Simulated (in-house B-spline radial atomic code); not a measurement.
**Zr¹¹⁺: density, ELF and screening along the radius**

How do the shells of Zr¹¹⁺ show in real space, and how much do the settings move them?

Program: in-house B-spline radial atomic code version 1. Level of theory: several methods, spin-polarised, as named in each step; spherical all-electron atom at the radial basis limit. These are calculated values, not measurements, unless marked.

## Step 1: The system

| Item | Value |
| --- | --- |
| element | zirconium (Z = 40) |
| charge | +11 |
| electrons | 29 |
| configuration | [Ar] 3d10 4s1 |
| nucleus | point (non-relativistic runs) or finite (X2C runs) |

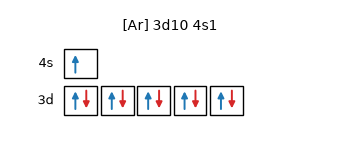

Occupation of the outer shells (arrows by Hund's rule).

Where spins are not typed, each open shell is filled with up spins first.

## Step 2: M06-2X, non-rel.

Settings, as recorded:

```ini
Z = 40
electrons = 29.0
configuration = [Ar] 3d10 4s1
hamiltonian = nr
method = m062x
spin_polarised = True
```

Launch:

```sh
$ python run_scf.py task.json out
```

One command runs all members of the session, one after another, from task.json.

## Step 3: LDA (VWN5), X2C

Settings, as recorded:

```ini
Z = 40
electrons = 29.0
configuration = [Ar] 3d10 4s1
hamiltonian = x2c
method = lda,vwn
spin_polarised = True
nucleus = fermi
rms_radius = 4.2694
mass_number = 90
atomic_mass = 89.904698755
speed_of_light = 137.035999084
```

## Step 4: PBE, X2C

Changes to the settings of step 3:

```diff
@@ -4,3 +4,3 @@
 hamiltonian = x2c
-method = lda,vwn
+method = pbe,pbe
 spin_polarised = True
```

## Step 5: Hartree-Fock, X2C

Changes to the settings of step 4:

```diff
@@ -4,3 +4,3 @@
 hamiltonian = x2c
-method = pbe,pbe
+method = hf
 spin_polarised = True
```

## Step 6: LDA (PW92), X2C

Changes to the settings of step 5:

```diff
@@ -4,3 +4,3 @@
 hamiltonian = x2c
-method = hf
+method = lda,pw
 spin_polarised = True
```

Before running: How large is the system in each run, where do the shell borders lie, and what is the highest level?

The runs gave:

| run | total energy (hartree) | highest level (eV) | radius holding 50 / 90 / 99 % (bohr) | radius at n = 0.001 (bohr) | ELF minima on the full grid (bohr) |
| --- | --- | --- | --- | --- | --- |
| M06-2X, non-rel. | -3503.1121 | -227.25 | 0.325 / 0.684 / 1.28 | 2.02 | 0.058, 0.22, 1.0 |
| LDA (VWN5), X2C | -3555.4130 | -228.88 | 0.323 / 0.682 / 1.25 | 1.99 | 0.057, 0.21, 0.98 |
| PBE, X2C | -3559.5757 | -228.35 | 0.323 / 0.681 / 1.26 | 1.99 | 0.057, 0.21, 0.98 |
| Hartree-Fock, X2C | -3558.4204 | -235.25 | 0.323 / 0.679 / 1.26 | 2.00 | 0.058, 0.22, 0.99 |
| LDA (PW92), X2C | -3555.3994 | -228.87 | 0.323 / 0.682 / 1.25 | 1.99 | 0.057, 0.21, 0.98 |

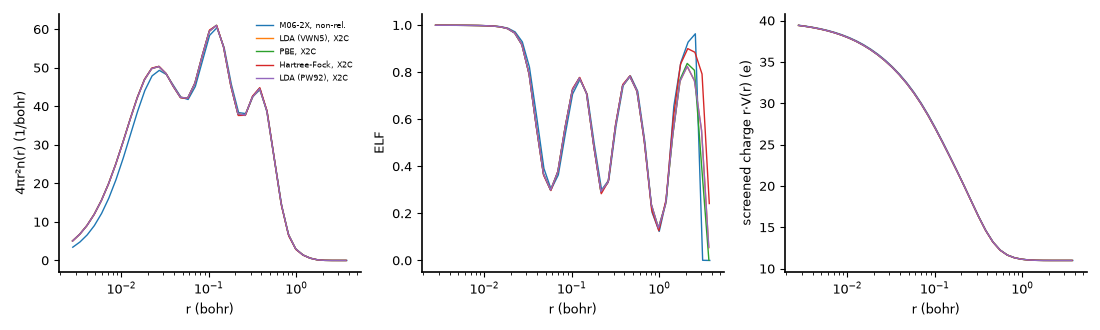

Radial density, ELF and screened nuclear charge of all runs.

In the first run ELF has 3 minima on the grid, which mark the borders between shells. On the record's full grid the screened charge (r times the electrostatic potential) falls from 39.9 near the nucleus to 11.00 at 3.8 bohr; far out it tends to the net charge, 11. The grid is coarse (about 21 % a step), so the places of minima are rough. For X2C runs ELF uses the non-relativistic kinetic energy density, and the fields carry no picture-change correction.
